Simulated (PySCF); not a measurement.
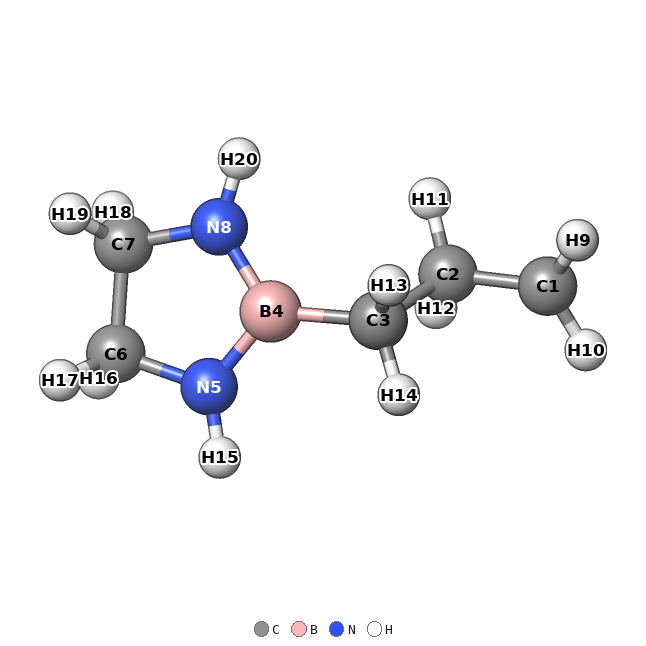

The species is neutral and a spin doublet. The computed structure is the end point of a GFN2-xTB optimisation. No frequency run is at hand to confirm it as a minimum. Computed with UKS B3LYP, pcH-1 on B C H N, non-relativistic (PySCF 2.14.0). Fermi-contact and spin-dipolar terms alone, no spin-orbit part.

Question. Which nucleus has the largest dipolar (anisotropic) hyperfine coupling?

Answer. 13C at C1: principal values −80.7, −79.9, 160.6 MHz.

List the isotropic and dipolar parts for the most strongly coupled nuclei, one of each equivalent set.

```tsv
atom	isotope	a_iso (MHz)	dipolar part (MHz)
C1	13C	98.3	−80.7, −79.9, 160.6
H10	1H	−60.5	−39.0, −0.2, 39.1
H9	1H	−60.0	−38.9, −0.3, 39.1
C3	13C	82.2	−7.6, −7.5, 15.1
H11	1H	38.0	−5.1, −4.4, 9.5
H12	1H	26.8	−5.2, −4.3, 9.5
H14	1H	−3.6	−6.6, −2.1, 8.6
H13	1H	−3.7	−6.3, −2.3, 8.6
```

The geometry is semi-empirical. Around B such bond lengths and angles can be off by a tenth of an ångström or more and by several degrees, and values that hang on the shape move with them.
